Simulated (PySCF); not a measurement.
Consider C$_{6}$H$_{12}$F (SMILES [CH2]C[C@H](C)CCF) (doublet).

Input file:

```
{"job": {"kind": "epr", "basis": "pcH-1"}, "charge": 0, "multiplicity": 2}
C     -0.966562     1.400449     1.201984
C     -0.720555     1.184978    -0.229952
C     -0.308374    -0.272935    -0.597999
C     -1.480351    -1.224522    -0.381061
C      0.905628    -0.751581     0.204938
C      2.180069     0.025090    -0.090018
F      2.522872    -0.090598    -1.417936
H     -1.938924     1.239246     1.624280
H     -0.165749     1.663268     1.866172
H     -1.625732     1.405060    -0.802053
H      0.073374     1.850021    -0.579182
H     -0.042337    -0.277947    -1.660062
H     -2.346918    -0.902378    -0.953502
H     -1.217197    -2.230466    -0.700761
H     -1.752809    -1.257333     0.671258
H      1.084906    -1.803109    -0.030825
H      0.696416    -0.670831     1.272961
H      2.067816     1.094093     0.110643
H      3.024622    -0.371256     0.483652
```

Launched as:

```sh
OMP_NUM_THREADS=1 python probes_run.py task.json out
```

Geometry: GFN2-xTB.

All numbers below come from PySCF 2.14.0, density-fitted response routines, UKS B3LYP, pcH-1 on C F H, non-relativistic, mean-field spin-orbit, GIAO.

**What will maps of the electron density, electron localisation function and spin density show?**

C–H (1.09 Å): ρ at the midpoint is about 2 e/Å³; the ELF climbs to about 1 towards the hydrogen, as it does in any bond to H; an ordinary covalent bond to hydrogen.
C–C (1.53 Å): the density is about 1.6 e/Å³ at the midpoint; the ELF peaks at about 0.95 between the atoms, as expected for a shared electron pair.
The unpaired spin (1 electron) lies mostly on C1 (about 0.7), in electrons by Hirshfeld's partition.

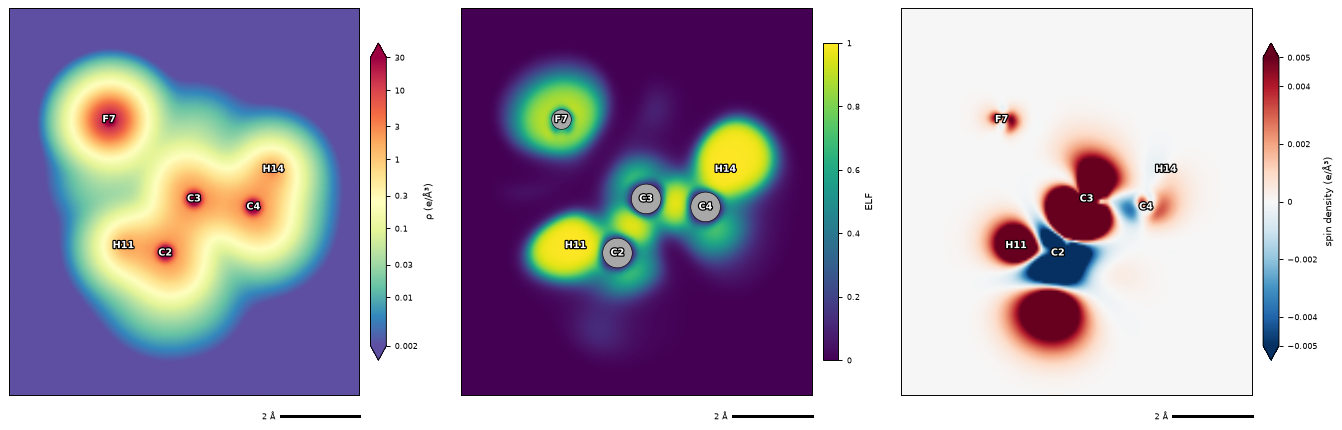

Computed electron density, electron localisation function and spin density on the plane of atoms C2, C3 and C4, in this order. Grey discs cover the atomic cores in the ELF map. 
